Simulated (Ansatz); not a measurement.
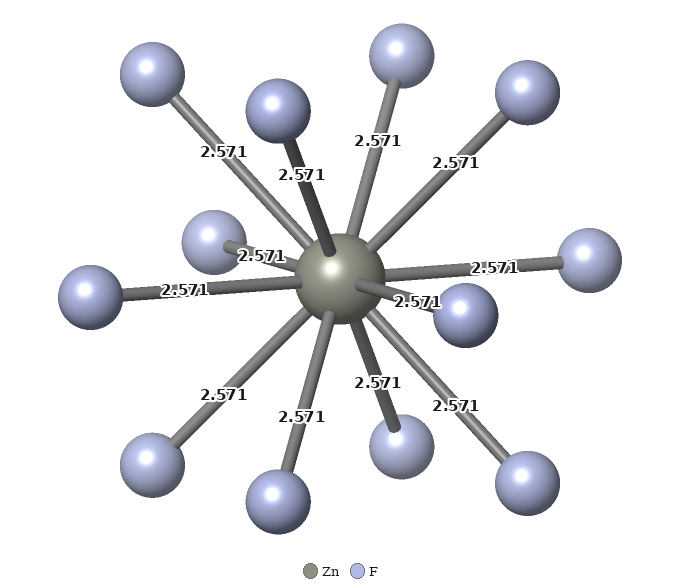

The surroundings of site Zn1 (at 0.000, 0.000, 0.000) in LiZnF$_{3}$ (Pm-3m), with bond lengths in Å.

Source of the atomic positions: coordinates from a relaxation with Ansatz, DFT PBE, scalar-relativistic, plane waves, PAW; the starting structure was generated, so it need not be a known form of this composition.

```
Li Zn F
1.0
     3.63587    0.00000    0.00000
     0.00000    3.63587    0.00000
     0.00000    0.00000    3.63587
Li Zn F
1 1 3
Direct
  0.50000 0.50000 0.50000
  0.00000 0.00000 0.00000
  0.00000 0.50000 0.50000
  0.50000 0.50000 0.00000
  0.50000 0.00000 0.50000
```

Bond valence s = exp((R0 − d)/b), R0 fitted to published crystal structures with b = 0.37 Å; R0 in Å: Zn2+–F 1.615.

Question: Calculate the bond-valence sum of Zn1 from the bonds drawn.

Answer: 12 × 0.075 = 0.91 v.u., against a formal valence of 2: underbonded (bonds long for this ion) by 1.09.

Further R0 (Å): Li+–F 1.348.

Question: And over the whole structure?

Answer:
```tsv
site	x, y, z	formal valence	bond-valence sum	difference
Li1	0.500, 0.500, 0.500	+1	1.70	0.70
Zn1	0.000, 0.000, 0.000	+2	0.92	-1.08
F1	0.000, 0.500, 0.500	−1	0.87	-0.13
```

These sums include all anions within 5 Å. The global instability index (root mean square of the differences over all atoms) is 0.59 v.u.: above 0.2, which by the usual rule of thumb marks a strained structure. Cells relaxed with PBE tend to have slightly long bonds, which lowers the sums.
